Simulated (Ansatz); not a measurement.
```yaml
atoms:
  - { symbol: O, position_ang: [0.3002, 1.0578, 1.4161] }
  - { symbol: C, position_ang: [0.7183, -0.0780, 0.7235] }
  - { symbol: Si, position_ang: [-0.3211, -0.7417, -0.7272] }
  - { symbol: F, position_ang: [-1.6959, -1.0137, -0.1649] }
  - { symbol: S, position_ang: [-0.4176, 0.7420, -2.2630] }
  - { symbol: H, position_ang: [-0.6110, 0.9031, 1.8040] }
  - { symbol: H, position_ang: [1.7581, 0.1566, 0.3711] }
  - { symbol: H, position_ang: [0.8648, -0.8419, 1.4754] }
  - { symbol: H, position_ang: [0.2919, -1.9778, -1.2243] }
  - { symbol: H, position_ang: [-0.8046, 1.7424, -1.4077] }
```

The fields and orbitals are those of the mean-field reference, not of the correlated method.

Method: MP2, Gaussian basis in Ansatz.

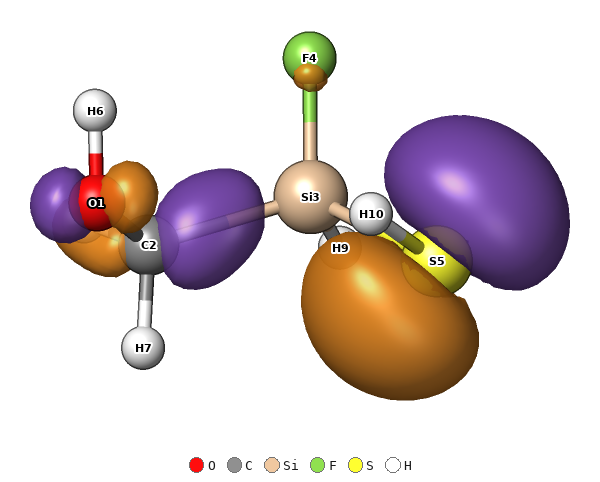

CH$_{5}$FOSSi (SMILES OC[SiH](F)S). The HOMO at ±0.15 Å⁻³ᐟ² (orange and purple are the two phases), seen from one side.

> Describe this orbital and give its energy.

It lies mainly on S5 (about 75 %), Si3 (about 10 %) and C2 (about 5 %); largely a lone pair of S5. Its energy is −10.50 eV.
